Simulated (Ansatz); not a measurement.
Base system: PbSe in the rock salt structure (space group Fm-3m, No. 225; a = 6.1780 Å). Axes: x, y, z lie along the cube axes.

It is then changed as follows: uniaxial strain ε_zz = +0.50 %, all other strain components held at zero; the atoms relax in the strained cell.

Computed with plane-wave PAW DFT at the r2SCAN level (Ansatz, an electronic-structure program, 500 eV), no spin-orbit coupling.

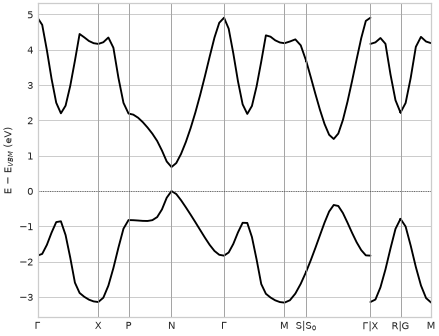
Figure: Highest valence and lowest conduction band along the path of the changed cell's own zone

Task: From the figure, how large is the changed gap, and is it direct?

Result: About 0.7 eV, direct at N.

Spin-orbit coupling, missing from the scalar runs, can matter with Pb. No phonon test of stability was made. k-point labels follow each cell's own Brillouin zone.
